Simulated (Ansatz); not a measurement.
**BAs+ (quartet): correlated methods under varied settings at distance B1–As2 = 1.968 Å**

Aim: run BAs+ (quartet) at one geometry under a spread of methods and options, and see what each costs and gives.

Computed with Ansatz 0.2.0, Gaussian basis. Level: the settings change from run to run.

19 further runs of the same task are left out: 14 that didn't finish, 5 set aside as unsound or not needed.

### 1 The system

The geometry derives from a PBE0/def2-TZVP stationary point (not a proven minimum). One bond is set to the value named and the two fragments are kept rigid. No spin-orbit coupling is included. The filled d shell of As may be among the frozen orbitals whatever the setting's name suggests; the logs give the count.

2 atoms, charge 1, spin multiplicity 4.

Atoms are counted from 1 here; the program's logs count them from 0.

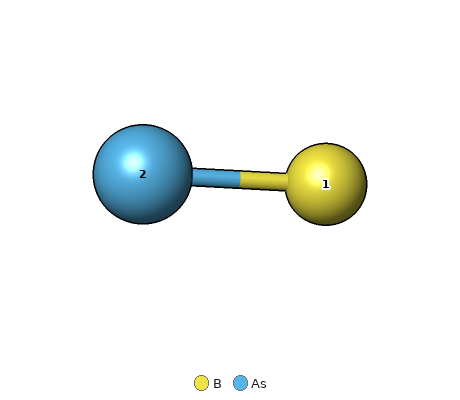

The geometry (boron yellow, arsenic blue); atoms are numbered from 1 in the order of the file.

### 2 CASSCF(3,6)/cc-pVDZ

Input file in.yaml:

```yaml
crystal:
  periodic: [false, false, false]
  atoms:
    - {symbol: B, position_ang: [0.000000, 0.000000, 0.000000]}
    - {symbol: As, position_ang: [0.000000, 0.000000, 1.967500]}
basis:
  gaussian: {orbitals: cc-pVDZ}
total_charge: 1
magnetization: {spin_polarized: false, initial_magnetization: 3}
correlation: {active_space: {window: {electrons: 3, orbitals: 6}, states: [{multiplicity: 4, weights: [0.5, 0.5, 0.5]}]}}
output: {forces: true}
```

On the command line:

```bash
> ansatz run in.yaml --threads 1 --pin off --events-out ev --progress --plain --max-ram 2393MiB
```

Output:

```text
Functional definition: HF
  name "HF"
  cite "Fock, Z. Phys. 61, 126 (1930) doi:10.1007/BF01340294"
  parent pbe
  exchange = exact_x
  correlation = 0
766 factors; integrals over basis functions are off by at most 9.5e-8 eV
mean field evaluation 1: about -61454.9786 eV, gradient 5.8e0 eV
mean field evaluation 2: about -61455.0699 eV, gradient 6.0e0 eV
mean field evaluation 4: about -61455.6290 eV, gradient 1.7e0 eV
mean field evaluation 8: about -61455.7223 eV, gradient 3.2e-1 eV
mean field evaluation 16: about -61455.7251 eV, gradient 3.6e-5 eV
mean field -61455.72513122 eV, -2258.4562423855 hartree, gradient 2.0e-6 eV, S^2 3.750000; 0 other end points of the search recorded, 0 dependent functions left out
reference -61455.72513122 eV, -2258.4562423855 hartree; 20, 17 occupied and 21, 24 virtual orbitals, 766 factors
state -61455.86976706 eV, -2258.4615576547 hartree
state -61452.56015582 eV, -2258.3399316849 hartree
state -61452.56015582 eV, -2258.3399316849 hartree
the calculation of the forces begins
Total energy: -61453.66335956 eV, -2258.3804736748 hartree
Atom 0 at     0.000000     0.000000     0.000000 Å, force     0.000000     0.000000    -2.089975 eV/Å
Atom 1 at     0.000000     0.000000     1.967500 Å, force    -0.000000     0.000000     2.089975 eV/Å
Dipole moment:    -0.000000    -0.000000    -0.289243 e Å
```

Wall time 1.8 s (1 thread of Arm Neoverse V1, shared host).

From the report: 20 determinants; active occupations (of the averaged states) 1.00, 0.66, 0.66, 0.34, 0.34, 0.00.

### 3 CCSD(T) on UHF/STO-3G

Input file in.yaml:

```yaml
crystal:
  periodic: [false, false, false]
  atoms:
    - {symbol: B, position_ang: [0.000000, 0.000000, 0.000000]}
    - {symbol: As, position_ang: [0.000000, 0.000000, 1.967500]}
basis:
  gaussian: {orbitals: STO-3G}
total_charge: 1
magnetization: {spin_polarized: true, initial_magnetization: 3}
correlation: {method: ccsd_t, electrons: outside_noble_gas}
scf: {lower_state_search: full}
```

Same command.

Output, shortened:

```text
Functional definition: HF
  name "HF"
  cite "Fock, Z. Phys. 61, 126 (1930) doi:10.1007/BF01340294"
  parent pbe
[...]
234 factors; integrals over basis functions are off by at most 3.1e-5 eV
[...]
mean field -60771.53145011 eV, -2233.3125883681 hartree, gradient 3.0e-6 eV, S^2 3.760279; 5 other end points of the search recorded, 0 dependent functions left out
determinant -60771.53145011 eV, -2233.3125883681 hartree, with singles and doubles -60773.28246489 eV, -2233.3769369742 hartree
determinant -60768.43346346 eV, -2233.1987394586 hartree, with singles and doubles -60769.83144117 eV, -2233.2501141916 hartree
15 core orbitals not correlated: weight in the atoms' cores, before any rotation towards them, 0.995 or more for the frozen orbitals, at most 0.002 for the correlated occupied ones
reference -60771.53145011 eV, -2233.3125883681 hartree; 5, 2 occupied and 3, 6 virtual orbitals, 234 factors
second order -1.11083485 eV of doubles, -0.00000000 eV of singles
cycle   1  -1.75104338 eV  change   -2.9e-5 eV  update   1.4e-3
[...]
cycle   8  -1.75210269 eV  change    3.9e-6 eV  update   1.1e-6
perturbative correction -0.08455184 eV, -0.0031072227 hartree
Total energy: -60773.36810464 eV, -2233.3800841770 hartree
```

Wall time 0.57 s (1 thread of Arm Neoverse V1, shared host).

From the report: ⟨S²⟩ of the determinant 3.760 (pure quartet: 3.75); correlation -1.8367 eV; T1 0.047; largest double amplitude 0.09.

### 4 MP2 on ROHF/cc-pVDZ

Input file in.yaml:

```yaml
crystal:
  periodic: [false, false, false]
  atoms:
    - {symbol: B, position_ang: [0.000000, 0.000000, 0.000000]}
    - {symbol: As, position_ang: [0.000000, 0.000000, 1.967500]}
basis:
  gaussian: {orbitals: cc-pVDZ}
total_charge: 1
magnetization: {spin_polarized: false, initial_magnetization: 3}
correlation: {method: mp2, electrons: outside_noble_gas}
```

Launched as before.

Output:

```text
Functional definition: HF
  name "HF"
  cite "Fock, Z. Phys. 61, 126 (1930) doi:10.1007/BF01340294"
  parent pbe
  exchange = exact_x
  correlation = 0
462 factors; integrals over basis functions are off by at most 9.0e-4 eV
mean field evaluation 1: about -61455.0258 eV, gradient 5.9e0 eV
mean field evaluation 2: about -61455.0733 eV, gradient 6.0e0 eV
mean field evaluation 4: about -61455.6309 eV, gradient 1.6e0 eV
mean field evaluation 8: about -61455.7223 eV, gradient 3.1e-1 eV
mean field evaluation 16: about -61455.7251 eV, gradient 2.4e-6 eV
mean field -61455.72508816 eV, -2258.4562408033 hartree, gradient 2.4e-6 eV, S^2 3.750000; 0 other end points of the search recorded, 0 dependent functions left out
15 core orbitals not correlated: weight in the atoms' cores, before any rotation towards them, 1.000 or more for the frozen orbitals, at most 0.000 for the correlated occupied ones
reference -61455.72508816 eV, -2258.4562408033 hartree; 5, 2 occupied and 21, 24 virtual orbitals, 462 factors
second order -2.78229342 eV of doubles, -0.05975755 eV of singles
Total energy: -61458.56713913 eV, -2258.5606842500 hartree
```

Wall time 0.63 s (1 thread of Arm Neoverse V1, shared host).

### 5 CCSD(T) on UHF/cc-pVDZ

in.yaml, as its differences from that of step 4:

```diff
@@ -8,3 +8,3 @@
 total_charge: 1
-magnetization: {spin_polarized: false, initial_magnetization: 3}
-correlation: {method: mp2, electrons: outside_noble_gas}
+magnetization: {spin_polarized: true, initial_magnetization: 3}
+correlation: {method: ccsd_t, electrons: all}
```

The command is unchanged.

Output, shortened:

```text
Functional definition: HF
  name "HF"
  cite "Fock, Z. Phys. 61, 126 (1930) doi:10.1007/BF01340294"
  parent pbe
[...]
462 factors; integrals over basis functions are off by at most 9.0e-4 eV
[...]
mean field -61455.83443442 eV, -2258.4602592041 hartree, gradient 2.3e-6 eV, S^2 3.761713; 2 other end points of the search recorded, 0 dependent functions left out
determinant -61455.83443442 eV, -2258.4602592041 hartree, with singles and doubles -61460.02476620 eV, -2258.6142510568 hartree
determinant -61452.80787471 eV, -2258.3490351864 hartree, with singles and doubles -61456.73184669 eV, -2258.4932384970 hartree
determinant -61452.68912710 eV, -2258.3446712921 hartree, with singles and doubles -61456.30987742 eV, -2258.4777314121 hartree
reference -61455.83443442 eV, -2258.4602592041 hartree; 20, 17 occupied and 21, 24 virtual orbitals, 462 factors
second order -3.43921339 eV of doubles, -0.00000000 eV of singles
cycle   1  -4.19057103 eV  change   -2.4e-4 eV  update   1.6e-3
[...]
cycle   7  -4.19262319 eV  change    1.7e-5 eV  update   8.2e-6
perturbative correction -0.19110023 eV, -0.0070228038 hartree
Total energy: -61460.21815783 eV, -2258.6213580681 hartree
```

It took 6 s on 1 thread of Arm Neoverse V1, shared host.

From the report: ⟨S²⟩ of the determinant 3.762 (pure quartet: 3.75); correlation -4.3837 eV; T1 0.017; largest double amplitude 0.07.

### 6 BCCD/cc-pVDZ

Input file in.yaml:

```yaml
crystal:
  periodic: [false, false, false]
  atoms:
    - {symbol: B, position_ang: [0.000000, 0.000000, 0.000000]}
    - {symbol: As, position_ang: [0.000000, 0.000000, 1.967500]}
basis:
  gaussian: {orbitals: cc-pVDZ, fitting: {mean_field: def2-universal-jkfit}}
total_charge: 1
magnetization: {spin_polarized: false, initial_magnetization: 3}
hamiltonian: {xc: {name: r2SCAN}}
correlation: {method: bccd, electrons: all}
```

Same command.

Output, shortened:

```text
Functional definition: r2SCAN
  name "r2SCAN"
  cite "Furness, Kaplan, Ning, Perdew & Sun, J. Phys. Chem. Lett. 11, 8208 (2020) doi:10.1021/acs.jpclett.0c02405"
  cite "Furness, Kaplan, Ning, Perdew & Sun, J. Phys. Chem. Lett. 11, 9248 (2020) doi:10.1021/acs.jpclett.0c03077"
  parent r2scan
[...]
341 factors; integrals over basis functions are off by at most 3.8e-2 eV
[...]
mean field -61503.06505009 eV, -2260.1959523161 hartree, gradient 1.3e-6 eV, S^2 3.750000; 0 other end points of the search recorded, 0 dependent functions left out
reference -61455.28410005 eV, -2258.4400347892 hartree; 20, 17 occupied and 21, 24 virtual orbitals, 341 factors
second order -3.91510584 eV of doubles, -0.39107244 eV of singles
cycle   1  -4.46963450 eV  change   -1.7e-1 eV  update   8.0e-2
[...]
cycle  10  -4.72022695 eV  change   -4.2e-5 eV  update   3.8e-5
Total energy: -61460.00432700 eV, -2258.6134999299 hartree
```

Wall time 4.1 s (1 thread of Arm Neoverse V1, shared host).

From the report: correlation -4.7202 eV; largest double amplitude 0.07.

### 7 NEVPT4(SD)(3,6)/cc-pVDZ

Input file in.yaml:

```yaml
crystal:
  periodic: [false, false, false]
  atoms:
    - {symbol: B, position_ang: [0.000000, 0.000000, 0.000000]}
    - {symbol: As, position_ang: [0.000000, 0.000000, 1.967500]}
basis:
  gaussian: {orbitals: cc-pVDZ}
total_charge: 1
magnetization: {spin_polarized: false, initial_magnetization: 3}
correlation: {method: fic_nevpt4_sd, electrons: outside_noble_gas, active_space: {window: {electrons: 3, orbitals: 6}}}
accuracy: high
```

Same command.

Output:

```text
Functional definition: HF
  name "HF"
  cite "Fock, Z. Phys. 61, 126 (1930) doi:10.1007/BF01340294"
  parent pbe
  exchange = exact_x
  correlation = 0
774 factors; integrals over basis functions are off by at most 4.5e-9 eV
mean field evaluation 1: about -61454.9591 eV, gradient 5.8e0 eV
mean field evaluation 2: about -61455.0676 eV, gradient 6.0e0 eV
mean field evaluation 4: about -61455.6258 eV, gradient 1.6e0 eV
mean field evaluation 8: about -61455.7222 eV, gradient 3.3e-1 eV
mean field evaluation 16: about -61455.7251 eV, gradient 4.1e-5 eV
mean field -61455.72513139 eV, -2258.4562423919 hartree, gradient 2.7e-8 eV, S^2 3.750000; 0 other end points of the search recorded, 0 dependent functions left out
reference -61455.72513139 eV, -2258.4562423919 hartree; 20, 17 occupied and 21, 24 virtual orbitals, 774 factors
state -61456.04744080 eV, -2258.4680870442 hartree
state -61456.04744080 eV, -2258.4680870442 hartree; corrected -61459.41288321 eV, -2258.5917647716 hartree
Total energy: -61459.41288321 eV, -2258.5917647716 hartree
```

Wall time 2.5 s (1 thread of Arm Neoverse V1, shared host).

From the report: 8 determinants; active occupations 0.99, 0.98, 0.98, 0.02, 0.02, 0.01.

### 8 CISD/pcseg-2

Input file in.yaml:

```yaml
crystal:
  periodic: [false, false, false]
  atoms:
    - {symbol: B, position_ang: [0.000000, 0.000000, 0.000000]}
    - {symbol: As, position_ang: [0.000000, 0.000000, 1.967500]}
basis:
  gaussian: {orbitals: pcseg-2}
total_charge: 1
magnetization: {spin_polarized: false, initial_magnetization: 3}
correlation: {active_space: {ras: {orbitals: [2, 3, 53], electrons: 7, max_holes: 2, max_particles: 2}, fixed_orbitals: true}}
```

Same command.

Output:

```text
Functional definition: HF
  name "HF"
  cite "Fock, Z. Phys. 61, 126 (1930) doi:10.1007/BF01340294"
  parent pbe
  exchange = exact_x
  correlation = 0
482 factors; integrals over basis functions are off by at most 1.2e-3 eV
mean field evaluation 1: about -61456.1294 eV, gradient 7.8e0 eV
mean field evaluation 2: about -61456.2115 eV, gradient 7.8e0 eV
mean field evaluation 4: about -61456.8170 eV, gradient 1.8e0 eV
mean field evaluation 8: about -61456.9484 eV, gradient 3.3e-1 eV
mean field evaluation 16: about -61456.9520 eV, gradient 1.3e-6 eV
mean field -61456.95199046 eV, -2258.5013286310 hartree, gradient 1.3e-6 eV, S^2 3.750000; 0 other end points of the search recorded, 0 dependent functions left out
reference -61456.95199046 eV, -2258.5013286310 hartree; 20, 17 occupied and 53, 56 virtual orbitals, 482 factors
state -61460.98161501 eV, -2258.6494146020 hartree
Total energy: -61460.98161501 eV, -2258.6494146020 hartree
```

Wall time 6.5 s (1 thread of Arm Neoverse V1, shared host).

From the report: 40,578 determinants.

### 9 HF/cc-pVDZ

Input file in.yaml:

```yaml
crystal:
  periodic: [false, false, false]
  atoms:
    - {symbol: B, position_ang: [0.000000, 0.000000, 0.000000]}
    - {symbol: As, position_ang: [0.000000, 0.000000, 1.967500]}
basis:
  gaussian: {orbitals: cc-pVDZ}
total_charge: 1
magnetization: {spin_polarized: true, initial_magnetization: 3}
hamiltonian: {xc: hf}
accuracy: high
output: {orbitals: {seedname: orbitals}}
```

The command is unchanged.

Output:

```text
Functional definition: HF
  name "HF"
  cite "Fock, Z. Phys. 61, 126 (1930) doi:10.1007/BF01340294"
  parent pbe
  exchange = exact_x
  correlation = 0
774 factors; integrals over basis functions are off by at most 4.5e-9 eV
mean field evaluation 1: about -61454.9026 eV, gradient 6.6e0 eV
mean field evaluation 2: about -61455.0106 eV, gradient 6.7e0 eV
mean field evaluation 4: about -61455.6842 eV, gradient 1.9e0 eV
mean field evaluation 8: about -61455.8323 eV, gradient 2.0e-1 eV
mean field evaluation 16: about -61455.8345 eV, gradient 1.6e-8 eV
mean field -61455.83447714 eV, -2258.4602607743 hartree, gradient 1.9e-8 eV, S^2 3.761713; 0 other end points of the search recorded, 0 dependent functions left out
reference -61455.83447714 eV, -2258.4602607743 hartree; 20, 17 occupied and 21, 24 virtual orbitals, 774 factors
Total energy: -61455.83447714 eV, -2258.4602607743 hartree
```

Wall time 0.97 s (1 thread of Arm Neoverse V1, shared host).

From the report: ⟨S²⟩ of the determinant 3.762 (pure quartet: 3.75).

### 10 CCSD on ROHF/aug-cc-pVDZ

Input file in.yaml:

```yaml
crystal:
  periodic: [false, false, false]
  atoms:
    - {symbol: B, position_ang: [0.000000, 0.000000, 0.000000]}
    - {symbol: As, position_ang: [0.000000, 0.000000, 1.967500]}
basis:
  gaussian: {orbitals: aug-cc-pVDZ}
total_charge: 1
magnetization: {spin_polarized: false, initial_magnetization: 3}
correlation: {method: ccsd, electrons: outside_noble_gas}
accuracy: high
scf: {lower_state_search: full}
output: {forces: true}
```

The command is unchanged.

Output, shortened:

```text
Functional definition: HF
  name "HF"
  cite "Fock, Z. Phys. 61, 126 (1930) doi:10.1007/BF01340294"
  parent pbe
[...]
1036 factors; integrals over basis functions are off by at most 4.5e-9 eV
[...]
mean field -61455.80618484 eV, -2258.4592210511 hartree, gradient 7.4e-8 eV, S^2 3.750000; 8 other end points of the search recorded, 0 dependent functions left out
[...]
determinant -61455.80618484 eV, -2258.4592210511 hartree, with singles and doubles -61459.44753392 eV, -2258.5930381619 hartree
determinant -61452.62542321 eV, -2258.3423302173 hartree, with singles and doubles -61455.74000270 eV, -2258.4567889027 hartree
determinant -61452.37138512 eV, -2258.3329944898 hartree, with singles and doubles -61456.26896278 eV, -2258.4762278267 hartree
15 core orbitals not correlated: weight in the atoms' cores, before any rotation towards them, 1.000 or more for the frozen orbitals, at most 0.000 for the correlated occupied ones
reference -61455.80618484 eV, -2258.4592210511 hartree; 5, 2 occupied and 39, 42 virtual orbitals, 1036 factors
second order -2.83443508 eV of doubles, -0.06235795 eV of singles
cycle   1  -3.64187391 eV  change   -1.1e-1 eV  update   1.9e-2
[...]
cycle  23  -3.66270457 eV  change  -5.1e-10 eV  update  4.7e-10
[...]
Total energy: -61459.46888940 eV, -2258.5938229613 hartree
Atom 0 at     0.000000     0.000000     0.000000 Å, force     0.000000    -0.000000    -0.776330 eV/Å
Atom 1 at     0.000000     0.000000     1.967500 Å, force    -0.000000     0.000000     0.776330 eV/Å
Dipole moment:    -0.000000    -0.000000    -0.503672 e Å
```

Run time: 13 s. Hardware: 1 thread of Arm Neoverse V1, shared host; peak memory 0.25 GiB.

From the report: correlation -3.6627 eV; T1 0.039; largest double amplitude 0.06.

### 11 The runs in one table

Where basis and cores are those of an earlier FCI/cc-pVDZ run (-61459.5498 eV), and the state is the same kind, the miss against it is given.

```tsv
level	correlated	functions	energy (eV)	from FCI (meV)	time
CASSCF(3,6)/cc-pVDZ (mean of several states)		41	-61453.6634		1.8 s
CCSD(T) on UHF/STO-3G	outside noble gas	23	-60773.3681		0.57 s
MP2 on ROHF/cc-pVDZ	outside noble gas	41	-61458.5671	982.7	0.63 s
CCSD(T) on UHF/cc-pVDZ	all	41	-61460.2182		6 s
BCCD/cc-pVDZ (on r2SCAN orbitals)	all	41	-61460.0043		4.1 s
NEVPT4(SD)(3,6)/cc-pVDZ	outside noble gas	41	-61459.4129	136.9	2.5 s
CISD/pcseg-2	outside noble gas	73	-61460.9816		6.5 s
HF/cc-pVDZ		41	-61455.8345	3715.3	0.97 s
CCSD on ROHF/aug-cc-pVDZ	outside noble gas	59	-61459.4689		13 s
```

### 12 Results

| quantity | value |
| --- | --- |
| runs | 9 |
| quickest | CCSD(T) on UHF/STO-3G, 0.57 s |
| slowest | CCSD on ROHF/aug-cc-pVDZ, 13 s |

Total energies in different bases, with other cores or another treatment of relativity can't be set against each other. CCSD on ROHF/aug-cc-pVDZ took 22 times as long as CCSD(T) on UHF/STO-3G; the jobs differ in more than the method. Among the correlated runs with a miss given, it spans +137 to +983 meV. Hartree-Fock, CASSCF and CASCI lack dynamic correlation by design.
